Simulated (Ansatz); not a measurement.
**H₄O₃Si: density, localisation and related maps**

Input file:

```
crystal:
  periodic: [false, false, false]
  atoms:
    - { symbol: Si, position_ang: [0.0, 0.0, 0.0] }
    - { symbol: H, position_ang: [0.0, 0.0, 1.46] }
    - { symbol: O, position_ang: [1.5842, 0.0, -0.5594] }
    - { symbol: H, position_ang: [1.9006, -0.9521, -0.6761] }
    - { symbol: O, position_ang: [-0.7913, 1.3709, -0.5594] }
    - { symbol: H, position_ang: [-1.7491, 1.1401, -0.7818] }
    - { symbol: O, position_ang: [-0.7913, -1.3709, -0.5594] }
    - { symbol: H, position_ang: [-1.2459, -1.8365, 0.2129] }
basis:
  gaussian: { orbitals: "6-31G" }
hamiltonian:
  xc: pbe
  dispersion: d4
relax:
  f_tol: 0.02
  max_steps: 40
output:
  orbitals: {}
```

Run with:

```sh
ansatz run input.yaml --threads 1 --pin off --max-ram 2048MiB --backend cpu --events-out ev --progress --plain --runs-dir out
```

The fields are those of the run's last geometry, not of the input's.

The calculation used RKS PBE-D4/6-31G (Ansatz 0.2.0).

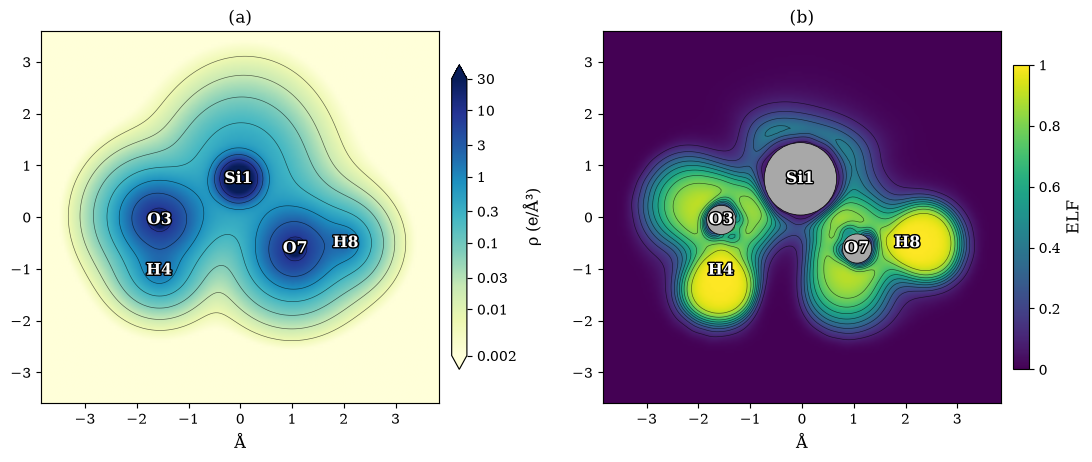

Figure 1. (a) total electron density; (b) electron localisation function on the plane of atoms O3, Si1 and O7. Grey discs cover the atomic cores in the ELF map.

> Read the bonding off the picture.

- The plane passes through Si, O and H nuclei.
- Si–O (1.72 Å): ρ is about 0.85 e/Å³ halfway; the ELF peaks at about 0.85 between the atoms; a shared but strongly polarised pair.
- O–H (0.98 Å): ρ at the midpoint is about 3.3 e/Å³; the ELF climbs to about 1 towards the hydrogen, as it does in any bond to H: a covalent bond by its length.
- The ELF also peaks beside O7 and O3, away from the bonds: lone-pair regions.

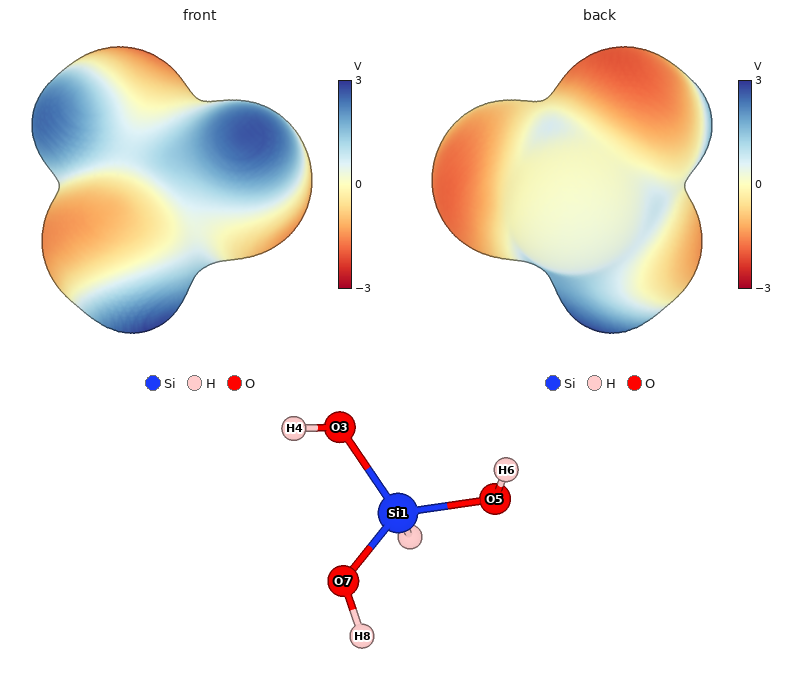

Figure 2. The electrostatic potential painted on the density surface at 0.002 e/bohr³, seen from the front and from behind; red is negative and blue positive. The bare structure is drawn below in the same view.

> Describe the electrostatic potential map.

The most negative region (about −2.0 V) lies over O3, the most positive (about +2.8 V) over H8. O3 is the likeliest acceptor of a hydrogen bond.

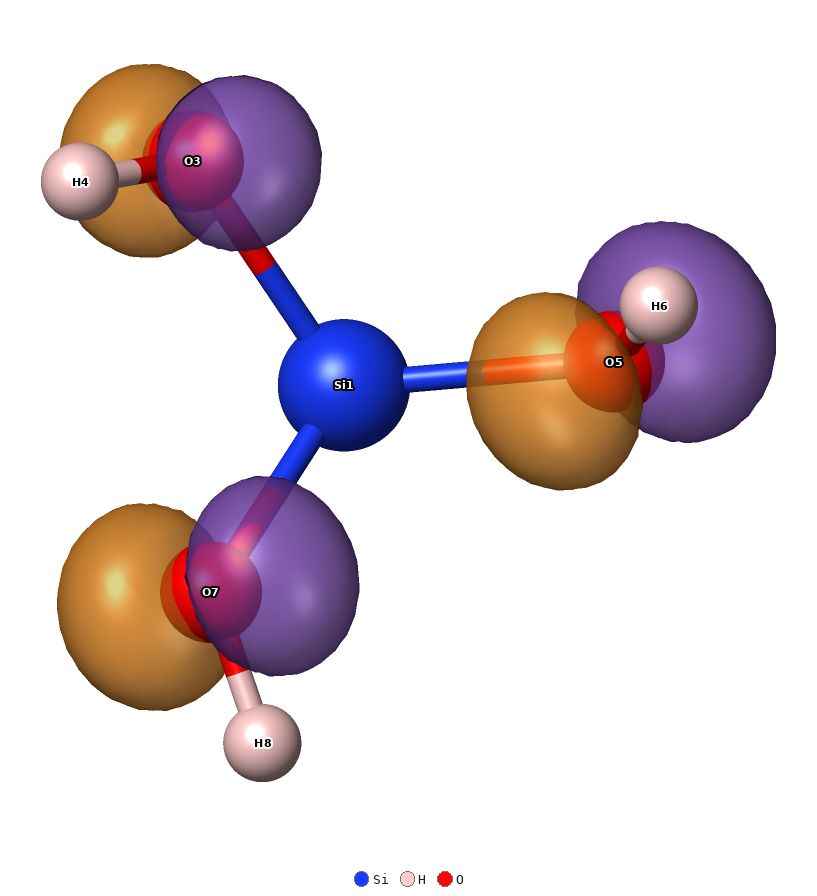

Figure 3. The HOMO−1 at ±0.2 Å⁻³ᐟ² (orange and purple are the two phases), seen across its widest extent.

> Describe this orbital and give its energy.

By Hirshfeld shares it lies mainly on O5 (about 35 %), O7 (about 30 %) and O3 (about 20 %); largely a combination of lone pairs on O5, O7 and O3. Its energy is −7.15 eV.
